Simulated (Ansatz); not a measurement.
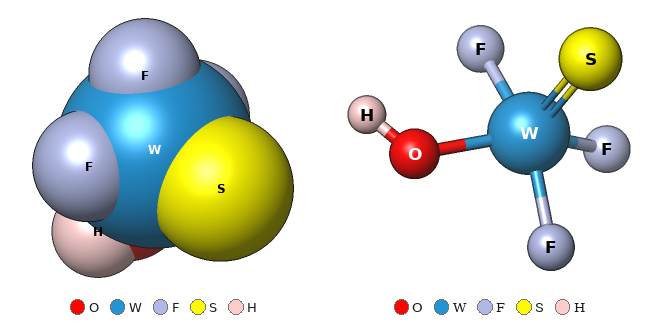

Two views of one molecule.

Charge 0, singlet.

**Which formula does it have?**

F₃HOSW, 7 atoms: 3 fluorine, 1 hydrogen, 1 oxygen, 1 sulfur and 1 tungsten.

**Count the bonded pairs by element.**

3 F–W, 1 O–W, 1 S–W, 1 O–H.

**What is the point group of this geometry?**

C1.

The parts below concern this one geometry. Atoms keep their numbers from picture to picture. The geometry was computed by an optimisation with PBE0-D4/def2-TZVP.

## Vibrations

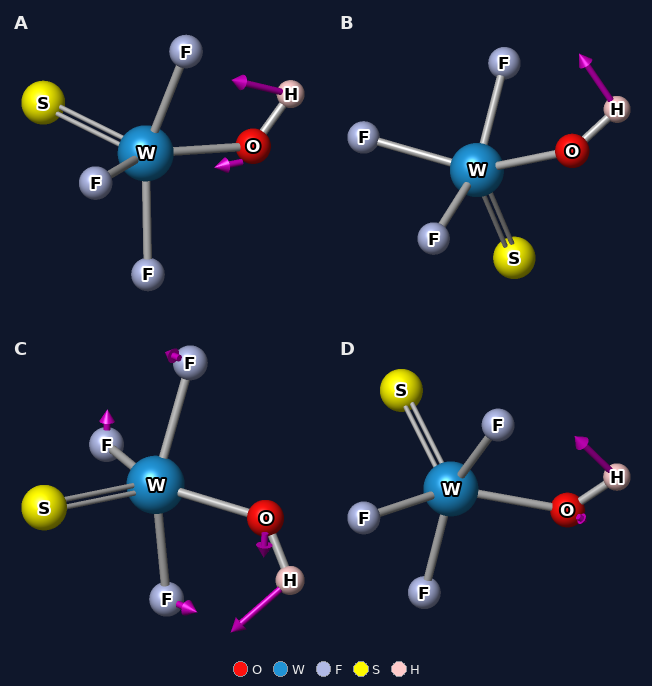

4 normal modes of one molecule or complex, as arrows. Harmonic vibrations computed with RKS PBE0-D4/def2-TZVP, core potentials on W (Ansatz 0.2.0) at a stationary point of the same level.

**Match the panels to the wavenumbers 161 cm⁻¹, 341 cm⁻¹, 578 cm⁻¹, 754 cm⁻¹.**

A: 754 cm⁻¹
B: 161 cm⁻¹, a torsion or out-of-plane motion in which bond lengths and bond angles hardly change
C: 341 cm⁻¹, angle bending
D: 578 cm⁻¹

## Electronic properties

Method: RKS ωB97M-V/def2-TZVPP, core potentials on W (Ansatz 0.2.0).

Computed properties:

- dipole moment: 2.13 D
- HOMO energy (Kohn–Sham orbital): −10.93 eV
- LUMO energy (Kohn–Sham orbital): −1.21 eV
- HOMO–LUMO gap: 9.73 eV

## Charges

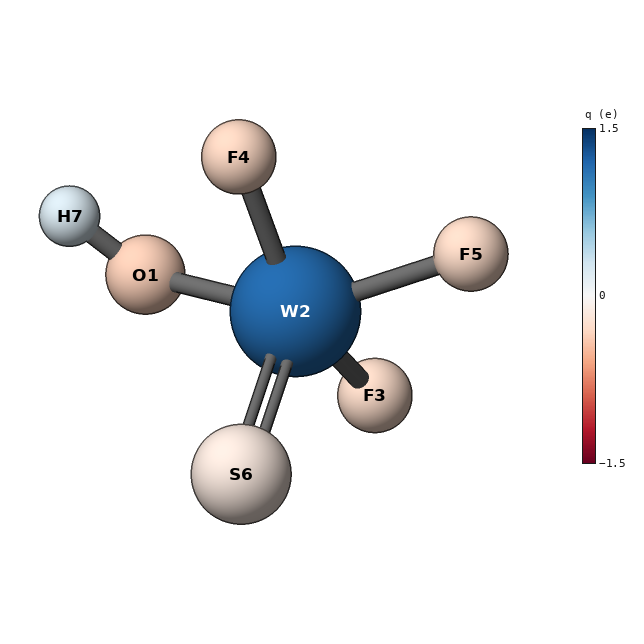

Atoms are coloured by their Mulliken charges. Properties computed with RKS B3LYP-D4/def2-TZVPP, core potentials on W (Ansatz 0.2.0).

**Which atom carries the highest charge (most positive or least negative)?**

W2 (1.15 e).

**And the lowest?**

O1 (−0.36 e).

Give the Mulliken charges atom by atom.

```
atom  value (e)
  O1      −0.36
  W2       1.15
  F3      −0.27
  F4      −0.31
  F5      −0.28
  S6      −0.15
  H7       0.22
```

Mulliken values depend strongly on the basis set and can even reverse the polarity of a bond.
